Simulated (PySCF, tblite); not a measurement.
# C5H3N3: excited states, first hyperpolarisability

What do calculations give for the excited states, first hyperpolarisability of C5H3N3 (`N#Cc1cnccn1`)?

Computed with tblite 0.8.0 and PySCF 2.14.0 and routines of our own; the level stands in each step. Atoms count from 0.

## Step 1: The system as given

11 atoms, charge 0, multiplicity 1; geometry from: force field or distance geometry start.

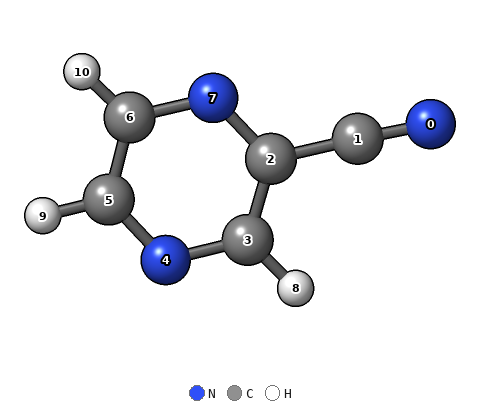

The starting geometry (nitrogen blue, carbon grey, hydrogen white).

## Step 2: Optimising the geometry with GFN2-xTB

Job settings and geometry (Å):

```
{"job": {"kind": "relax", "xc": "GFN2-xTB", "basis": "xTB"}, "charge": 0, "multiplicity": 1}
N      3.500800     0.666800    -0.171300
C      2.328400     0.477400    -0.118800
C      0.931800     0.210200    -0.045800
C      0.530300    -1.073500     0.221700
N     -0.790300    -1.344300     0.297900
C     -1.679800    -0.353000     0.077800
C     -1.316800     0.944300    -0.202400
N      0.026700     1.213400    -0.255900
H      1.279700    -1.869700     0.397900
H     -2.741300    -0.570400     0.134600
H     -2.064200     1.701400    -0.361700
```

Command:

```bash
$ OMP_NUM_THREADS=1 python excited_run.py task.json out
```

One launch serves the whole session: the jobs run in the order shown.

The log of the run:

```text
step      E/eV     max force
  0    -569.06733    4.868
  1    -568.63277   17.176
  2    -569.31517    2.226
  3    -569.38084    1.101
  4    -569.43230    0.594
  5    -569.47934    0.868
  6    -569.48453    0.321
  7    -569.48650    0.165
  8    -569.48808    0.298
  9    -569.49031    0.339
 10    -569.49144    0.185
 11    -569.49185    0.049
 12    -569.49201    0.067
 13    -569.49213    0.077
 14    -569.49223    0.051
 15    -569.49234    0.037
 16    -569.49250    0.076
 17    -569.49273    0.113
 18    -569.49302    0.119
 19    -569.49328    0.073
 20    -569.49341    0.022
 21    -569.49345    0.031
 22    -569.49346    0.019
 23    -569.49347    0.009
```

Run time: 0.08 s. Hardware: 1 thread of Arm Neoverse V2, shared host.

Along the way: (the energy doesn't fall at every step)

```
step  energy from step 0 (eV)  largest force (eV/Å)
   0                   0.0000                4.8685
   1                   0.4346               17.1760
   2                  -0.2478                2.2256
   3                  -0.3135                1.1013
   4                  -0.3650                0.5938
   5                  -0.4120                0.8685
   6                  -0.4172                0.3212
   7                  -0.4192                0.1653
   8                  -0.4207                0.2977
   9                  -0.4230                0.3391
  10                  -0.4241                0.1852
  11                  -0.4245                0.0492
  12                  -0.4247                0.0671
  13                  -0.4248                0.0771
  14                  -0.4249                0.0513
  15                  -0.4250                0.0368
  16                  -0.4252                0.0756
  17                  -0.4254                0.1125
  18                  -0.4257                0.1190
  19                  -0.4260                0.0733
  20                  -0.4261                0.0222
  21                  -0.4261                0.0307
  22                  -0.4261                0.0194
  23                  -0.4261                0.0086
```

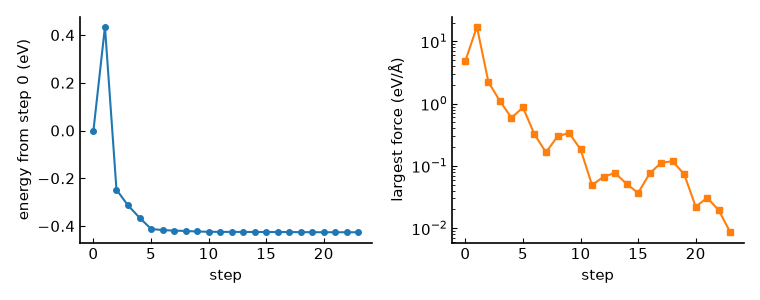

Energy and force, step by step.

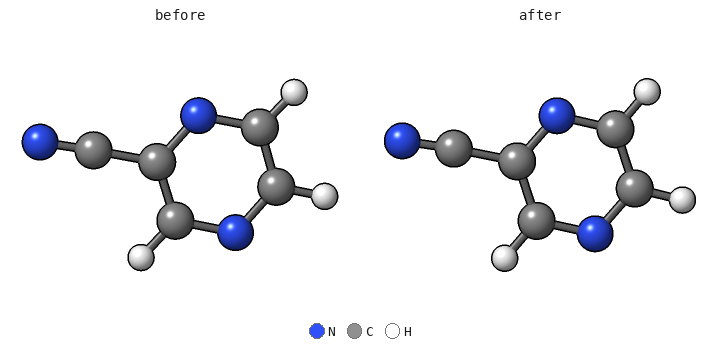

The geometry before (left) and after (right).

Distances of close pairs at the start and the end, largest changes first:

```
 bond  before (Å)  after (Å)  change (Å)
C6–N7       1.371      1.319      -0.052
N0–C1       1.189      1.145      -0.044
C2–N7       1.367      1.333      -0.034
C3–N4       1.350      1.320      -0.031
C2–C3       1.371      1.401      +0.030
C3–H8       1.108      1.081      -0.027
N4–C5       1.350      1.324      -0.026
C5–C6       1.376      1.393      +0.017
```

The end geometry stands in the next job.

## Step 3: Harmonic vibrations with GFN2-xTB

Job settings and geometry (Å):

```
{"job": {"kind": "ir", "xc": "GFN2-xTB", "basis": "xTB"}, "charge": 0, "multiplicity": 1}
N      3.433190     0.702748    -0.173069
C      2.302967     0.523981    -0.129326
C      0.914600     0.234376    -0.058936
C      0.483243    -1.067700     0.226619
N     -0.801620    -1.360146     0.296269
C     -1.665930    -0.379096     0.087793
C     -1.238760     0.916089    -0.193630
N      0.042245     1.220800    -0.266478
H      1.180160    -1.875696     0.399633
H     -2.712777    -0.640520     0.148801
H     -1.931893     1.727835    -0.363638
```

The log of the run:

```text
mode    cm-1     km/mol
  1     105.9      2.20
  2     145.0      4.99
  3     247.1      1.91
  4     377.6     32.13
  5     472.2      0.61
  6     532.8      3.64
  7     545.1      0.31
  8     612.6      2.09
  9     722.5      0.27
 10     804.4      3.80
 11     808.9      3.64
 12     898.1      0.03
 13     911.3      0.05
 14    1019.2     42.86
 15    1095.5      6.01
 16    1156.8      8.55
 17    1209.5      2.96
 18    1226.1     24.35
 19    1247.1      0.61
 20    1351.1      6.70
 21    1418.6     29.35
 22    1521.1      0.77
 23    1554.1     10.01
 24    2376.7    135.21
 25    3069.4      7.33
 26    3073.9      2.93
 27    3077.9     29.22
```

Wall time 0.19 s (1 thread of Arm Neoverse V2, shared host).

Which atoms move in the most intense modes:

```
cm⁻¹  km/mol                               atoms
 378    32.1                    N7 34 %, N4 29 %
1019    42.9           N7 33 %, C3 28 %, C5 12 %
1157     8.6           H9 51 %, H8 17 %, C3 13 %
1226    24.4  C3 20 %, C2 17 %, C5 15 %, N7 13 %
1419    29.4  C2 25 %, C6 18 %, C3 13 %, N7 11 %
1554    10.0  C3 25 %, C6 25 %, C5 18 %, C2 12 %
2377   135.2                    C1 60 %, N0 39 %
3078    29.2                   H9 58 %, H10 31 %
```

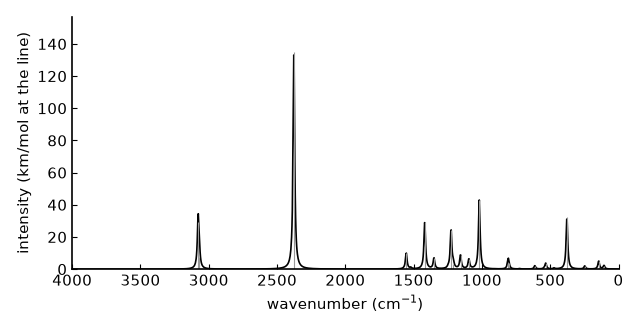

The infrared spectrum from these modes, unscaled. Lines are broadened to a width of 14 cm⁻¹ (Lorentzian).

## Step 4: Excited states: TDA wB97X-D/def2-SVP

The job, as its differences from that of step 3:

```diff
@@ -1,2 +1,2 @@
-{"job": {"kind": "ir", "xc": "GFN2-xTB", "basis": "xTB"}, "charge": 0, "multiplicity": 1}
+{"job": {"kind": "states", "xc": "wB97X-D", "basis": "def2-SVP", "tda": true, "soc": true, "nstates": 5, "ntriplets": 6, "nquad": 4}, "charge": 0, "multiplicity": 1}
 N      3.433190     0.702748    -0.173069
```

Method: TDA wB97X-D/def2-SVP excited states, vertical, gas phase, spin-orbit mean-field couplings.

The log of the run:

```text
coarse grid: 10480 points
cycle   1  E = -356.0103646767  dE =  1.792e+00  |g| = 5.999e-01  |ddm| = 4.202e+00
cycle   2  E = -355.9289914744  dE =  8.137e-02  |g| = 9.035e-01  |ddm| = 1.655e+00
cycle   3  E = -356.1043259013  dE = -1.753e-01  |g| = 7.857e-02  |ddm| = 8.177e-01
cycle   4  E = -356.1052292627  dE = -9.034e-04  |g| = 5.412e-02  |ddm| = 1.570e-01
cycle   5  E = -356.1058865418  dE = -6.573e-04  |g| = 1.024e-02  |ddm| = 6.816e-02
cycle   6  E = -356.1059118764  dE = -2.533e-05  |g| = 3.068e-03  |ddm| = 1.907e-02
cycle   7  E = -356.1059146686  dE = -2.792e-06  |g| = 1.007e-03  |ddm| = 6.271e-03
final grid: 105136 points
cycle   8  E = -356.1530066473  dE = -5.467e-05  |g| = 5.060e-03  |ddm| = 3.567e-02
cycle   9  E = -356.1530026668  dE =  3.980e-06  |g| = 6.898e-03  |ddm| = 1.151e-02
cycle  10  E = -356.1530125124  dE = -9.846e-06  |g| = 8.615e-04  |ddm| = 5.829e-03
cycle  11  E = -356.1530126450  dE = -1.325e-07  |g| = 4.886e-04  |ddm| = 1.105e-03
cycle  12  E = -356.1530127046  dE = -5.962e-08  |g| = 5.909e-05  |ddm| = 6.007e-04
cycle  13  E = -356.1530127062  dE = -1.596e-09  |g| = 2.434e-05  |ddm| = 1.548e-04
cycle  14  E = -356.1530127065  dE = -3.427e-10  |g| = 1.191e-05  |ddm| = 6.576e-05
converged SCF energy = -356.1530127065

Singlet excitations
state   eV       nm        f     d(h-e)  d(exc)  Lambda  PR(NTO)  |dmu|/D   mu/D   main configurations
  1   4.0782   304.0   0.00437   0.336   2.658   0.541   1.017    1.051    4.995   H->L 0.96
  2   4.6136   268.7   0.00272   0.253   2.595   0.523   1.010    0.681    4.620   H->L+1 0.97
  3   5.5847   222.0   0.18444   0.237   2.729   0.738   1.436    0.620    3.370   H-1->L 0.62, H-1->L+1 0.18, H-3->L 0.08
  4   5.6977   217.6   0.00003   0.198   2.514   0.525   1.063    0.688    4.636   H-2->L 0.90
  5   6.3519   195.2   0.00013   0.334   2.614   0.470   1.094                     H-2->L+1 0.88

Triplet excitations (Tamm-Dancoff)
state   eV     d(h-e)  d(exc)  Lambda  PR(NTO)   main configurations
  1   3.3849   0.153   2.471   0.536   1.054   H->L 0.79, H->L+1 0.17
  2   3.9255   0.052   2.704   0.740   1.106   H-1->L 0.84, H-1->L+1 0.09
  3   4.4035   0.464   2.651   0.524   1.083   H->L+1 0.79, H->L 0.16
  4   4.5207   0.214   2.495   0.764   1.021   H-1->L+1 0.73, H-1->L 0.12, H-3->L+1 0.10
  5   4.7759   0.140   2.321   0.511   1.253   H-2->L 0.67, H-2->L+1 0.17
  6   5.3490   0.021   2.503   0.748   1.277   H-3->L 0.69, H-3->L+1 0.10, H-1->L+1 0.10
S1 - T1 = 0.6933 eV

Spin-orbit couplings |<S|Hso|T>| (cm-1)
             T1       T2       T3       T4       T5       T6
S0        2.501    0.047   11.743    0.133   40.067    0.128
S1        0.154    4.236    0.525    2.783    0.132   13.910
S2        0.254    1.490    0.238    3.477    0.094    4.478
S3        2.330    0.080    6.439    0.082    2.833    0.032
S4        0.176    1.865    0.102    0.280    0.170    1.772
S5        0.520    2.775    0.140    0.241    0.314    0.208
T1 sublevels (cm-1): 0.000 0.001 0.020   radiative rates (1/s): 0.000155 0.978 163
```

Run time: 15 s. Hardware: 1 thread of Arm Neoverse V2, shared host; peak memory 0.55 GiB.

From this job:

```
  quantity    value
S1 less T1  0.69 eV
```

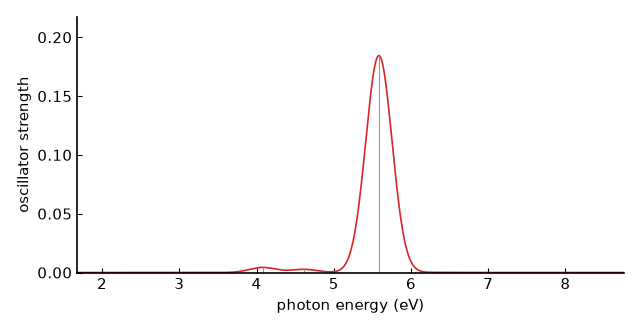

Absorption lines of the singlets. Lines are broadened to a width of 0.40 eV (Gaussian).

The fields below are evaluated on a grid from the run's orbitals.

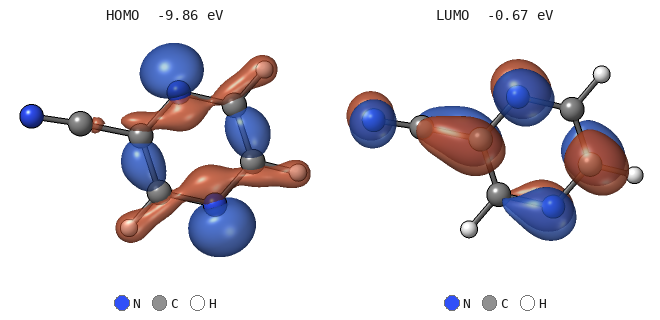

Frontier orbitals at wB97X-D/def2-SVP; each surface holds 70 % of the orbital's density, blue and red mark the sign.

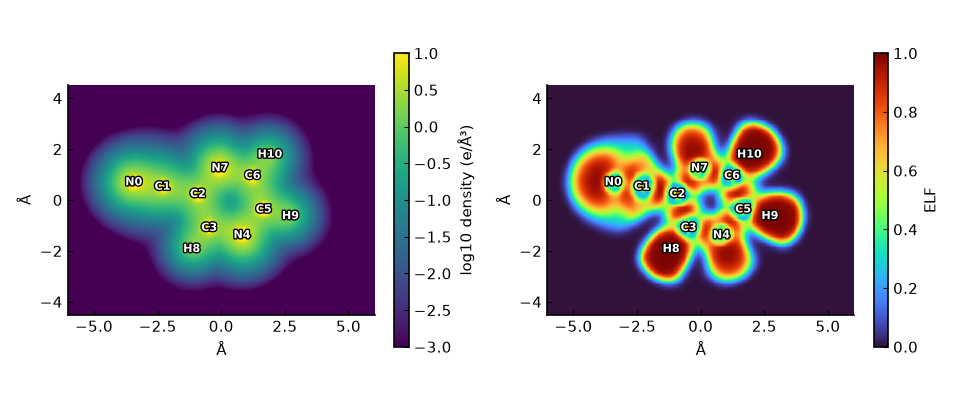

Density (left) and ELF (right) in a plane through or near 11 of the atoms.

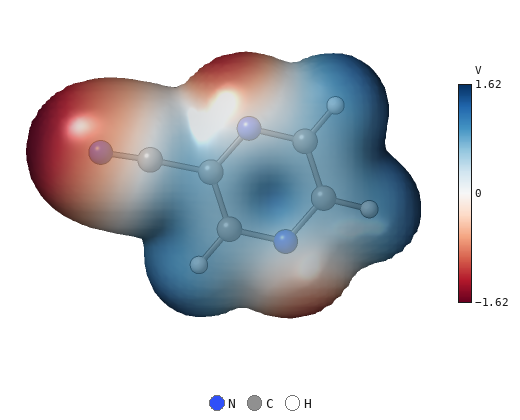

The potential that a unit positive charge feels on the 0.002 e/bohr³ surface, from -1.62 V near N0 to 1.44 V near H9.

## Step 5: Excited states: TDDFT wB97X-D/def2-SVPD

The job, as its differences from that of step 4:

```diff
@@ -1,2 +1,2 @@
-{"job": {"kind": "states", "xc": "wB97X-D", "basis": "def2-SVP", "tda": true, "soc": true, "nstates": 5, "ntriplets": 6, "nquad": 4}, "charge": 0, "multiplicity": 1}
+{"job": {"kind": "states", "xc": "wB97X-D", "basis": "def2-SVPD", "tpa": true, "nstates": 6, "nquad": 5, "ntriplets": 0}, "charge": 0, "multiplicity": 1}
 N      3.433190     0.702748    -0.173069
```

Level: TDDFT wB97X-D/def2-SVPD excited states, vertical, gas phase, two-photon moments by quadratic response.

The log of the run:

```text
coarse grid: 10480 points
cycle   1  E = -356.0295494455  dE =  1.782e+00  |g| = 5.864e-01  |ddm| = 7.157e+00
cycle   2  E = -355.9503914023  dE =  7.916e-02  |g| = 8.943e-01  |ddm| = 2.310e+00
cycle   3  E = -356.1208626228  dE = -1.705e-01  |g| = 7.910e-02  |ddm| = 1.378e+00
cycle   4  E = -356.1217512536  dE = -8.886e-04  |g| = 5.560e-02  |ddm| = 4.019e-01
cycle   5  E = -356.1224422117  dE = -6.910e-04  |g| = 1.061e-02  |ddm| = 1.745e-01
cycle   6  E = -356.1224695557  dE = -2.734e-05  |g| = 3.301e-03  |ddm| = 4.471e-02
cycle   7  E = -356.1224729307  dE = -3.375e-06  |g| = 1.084e-03  |ddm| = 1.425e-02
final grid: 105136 points
cycle   8  E = -356.1697589424  dE = -5.975e-05  |g| = 5.323e-03  |ddm| = 2.496e-01
cycle   9  E = -356.1697546513  dE =  4.291e-06  |g| = 7.248e-03  |ddm| = 2.588e-02
cycle  10  E = -356.1697653815  dE = -1.073e-05  |g| = 9.255e-04  |ddm| = 1.722e-02
cycle  11  E = -356.1697655377  dE = -1.562e-07  |g| = 5.268e-04  |ddm| = 6.146e-03
cycle  12  E = -356.1697656075  dE = -6.983e-08  |g| = 6.631e-05  |ddm| = 1.388e-03
cycle  13  E = -356.1697656094  dE = -1.862e-09  |g| = 2.896e-05  |ddm| = 4.355e-04
cycle  14  E = -356.1697656098  dE = -4.139e-10  |g| = 1.280e-05  |ddm| = 1.499e-04
converged SCF energy = -356.1697656098

Singlet excitations
state   eV       nm        f     d(h-e)  d(exc)  Lambda  PR(NTO)  |dmu|/D   mu/D   delta(TPA)   sigma/GM   main configurations
  1   4.0114   309.1   0.00315   0.298   2.674   0.549   1.019    0.899    5.076        0.10      0.001   H->L 0.96
  2   4.6290   267.8   0.00159   0.302   2.655   0.513   1.011    0.833    5.020        0.03      0.000   H->L+1 0.97
  3   5.3051   233.7   0.20022   0.242   2.741   0.726   1.401    0.683    3.564       10.95      0.113   H-1->L 0.78, H-1->L+1 0.10
  4   5.6126   220.9   0.00000   0.177   2.537   0.527   1.068    0.603    4.773        3.81      0.044   H-2->L 0.89
  5   6.0852   203.7   0.16150   0.276   2.832   0.757   1.527    0.716    3.589        3.04      0.041   H-1->L+1 0.69, H-1->L 0.14, H-3->L 0.13
  6   6.3624   194.9   0.00001   0.351   2.671   0.455   1.147                                            H-2->L+1 0.86
```

Wall time 24 s (1 thread of Arm Neoverse V2, shared host); peak memory 0.65 GiB.

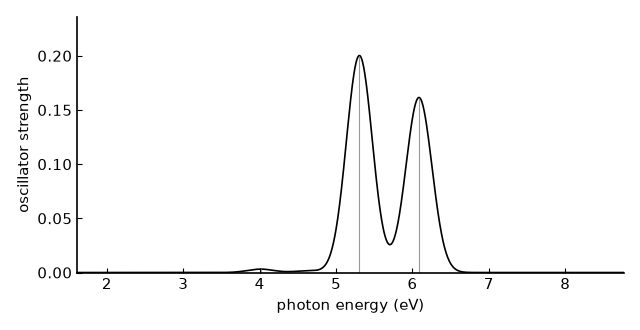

Absorption lines of the singlets. Lines are broadened to a width of 0.40 eV (Gaussian).

## Step 6: First hyperpolarisability: quadratic response CAM-B3LYP/def2-SVPD

The job, as its differences from that of step 5:

```diff
@@ -1,2 +1,2 @@
-{"job": {"kind": "states", "xc": "wB97X-D", "basis": "def2-SVPD", "tpa": true, "nstates": 6, "nquad": 5, "ntriplets": 0}, "charge": 0, "multiplicity": 1}
+{"job": {"kind": "beta", "xc": "CAM-B3LYP", "basis": "def2-SVPD", "wavelengths": [1907, 1340]}, "charge": 0, "multiplicity": 1}
 N      3.433190     0.702748    -0.173069
```

Method: quadratic response CAM-B3LYP/def2-SVPD first hyperpolarisability, Taylor convention, gas phase.

The log of the run:

```text
coarse grid: 10480 points
cycle   1  E = -355.9862906202  dE =  1.726e+00  |g| = 5.532e-01  |ddm| = 7.729e+00
cycle   2  E = -355.8768181805  dE =  1.095e-01  |g| = 9.415e-01  |ddm| = 2.600e+00
cycle   3  E = -356.0663400409  dE = -1.895e-01  |g| = 8.588e-02  |ddm| = 1.427e+00
cycle   4  E = -356.0671916402  dE = -8.516e-04  |g| = 6.259e-02  |ddm| = 4.574e-01
cycle   5  E = -356.0680294439  dE = -8.378e-04  |g| = 1.100e-02  |ddm| = 2.050e-01
cycle   6  E = -356.0680549220  dE = -2.548e-05  |g| = 3.616e-03  |ddm| = 4.293e-02
cycle   7  E = -356.0680581597  dE = -3.238e-06  |g| = 1.294e-03  |ddm| = 1.397e-02
final grid: 105136 points
cycle   8  E = -356.1281583160  dE = -2.730e-05  |g| = 3.180e-03  |ddm| = 1.002e-01
cycle   9  E = -356.1281574313  dE =  8.846e-07  |g| = 3.930e-03  |ddm| = 2.954e-02
cycle  10  E = -356.1281608432  dE = -3.412e-06  |g| = 4.997e-04  |ddm| = 1.379e-02
cycle  11  E = -356.1281608966  dE = -5.338e-08  |g| = 1.985e-04  |ddm| = 1.702e-03
cycle  12  E = -356.1281609044  dE = -7.848e-09  |g| = 9.461e-05  |ddm| = 8.312e-04
cycle  13  E = -356.1281609063  dE = -1.901e-09  |g| = 2.318e-05  |ddm| = 1.978e-04
cycle  14  E = -356.1281609065  dE = -1.118e-10  |g| = 1.118e-05  |ddm| = 6.660e-05
converged SCF energy = -356.1281609065

Lowest singlets (eV, f): 4.0529 0.0034  4.6681 0.0016  5.3058 0.1989

First hyperpolarisability (au)
process     nm      |vector|   parallel      HRS      DR
static         -      102.67     -57.43      41.89   5.259
shg       1907.0      110.24     -61.66      44.98   5.247
eope      1907.0      105.10     -58.79          -       -
shg       1340.0      118.98     -66.54      48.56   5.229
eope      1340.0      107.68     -60.23          -       -
```

Run time: 25 s. Hardware: 1 thread of Arm Neoverse V2, shared host; peak memory 0.67 GiB.

## Step 7: Results

```
                                                                  quantity                                                value
                                 strongest single infrared mode (GFN2-xTB)                                2377 cm⁻¹, 135 km/mol
                                              zero-point energy (GFN2-xTB)                                        45.1 kcal/mol
                                 S1 less T1 (step 4, TDA wB97X-D/def2-SVP)                                              0.69 eV
potential on the surface of density 0.002 e/bohr³, 1st and 99th percentile                                   -1.62 V and 1.44 V
                 β vector (step 6, quadratic response CAM-B3LYP/def2-SVPD)  static 103, SHG 1907.0 nm 110, SHG 1340.0 nm 119 au
```

What this shows: No mode is imaginary among the 27: a minimum at this level. The strongest single mode, at 2377 cm⁻¹, moves mainly C1 and N0. Unscaled tight-binding wavenumbers are off by several per cent, some by more. Its intensities can rank the bands wrongly. In step 4, the number of triplets below S1 is 2, and the largest singlet-triplet spin-orbit coupling is S0–T5, 40.07 cm⁻¹. By nearest atom (wB97X-D/def2-SVP), the HOMO sits on N4 36 %; N7 27 % and the LUMO on N7 21 %; C2, C5 about 19 % each. β grows from 103 au (static) to 119 au for doubling at 1340.0 nm: normal dispersion, which grows as twice the photon energy moves toward the bright states.
